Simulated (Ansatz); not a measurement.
System (SMILES): F[SiH] (F-SiH) (closed-shell singlet).
Geometry (B3LYP-D3(BJ)/def2-TZVP, fixed):
```xyz
3

Si    -0.2468    -0.3148     0.4521
H     -0.9813    -1.2112    -0.5591
F      0.4929     0.6243    -0.6411
```

Basis-set convergence of the dipole moment at PBE with Ansatz (a program for electronic structure). Dipoles come from the density behind the forces; the sign is taken along the dipole that this method gives in the largest set. Cartesian d functions, on some or all atoms, in 6-311G**; all else is spherical. The program fits the integrals of some runs and decomposes those of others, by size. No added dispersion term, no relativity. Reference: the value in aug-pcseg-3, 0.893 D, itself unsure by roughly 0.002 D (its mean distance from aug-cc-pV(Q+d)Z, def2-QZVPPD). Deviations are taken from unrounded values.

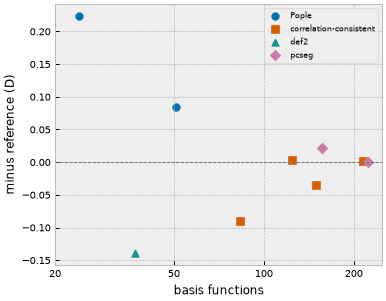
Figure: Deviation from the reference against the number of basis functions, by family of sets.

```tsv
basis	functions	dipole moment (D)	minus reference (D)
6-31G	24	1.117	0.224
def2-SVP	37	0.753	-0.139
6-311G**	51	0.976	0.084
cc-pV(T+d)Z	83	0.802	-0.090
aug-cc-pV(T+d)Z	124	0.896	0.003
cc-pV(Q+d)Z	149	0.858	-0.034
pcseg-3	157	0.914	0.021
aug-cc-pV(Q+d)Z	215	0.894	0.002
aug-pcseg-3	223	0.893	0.000
```
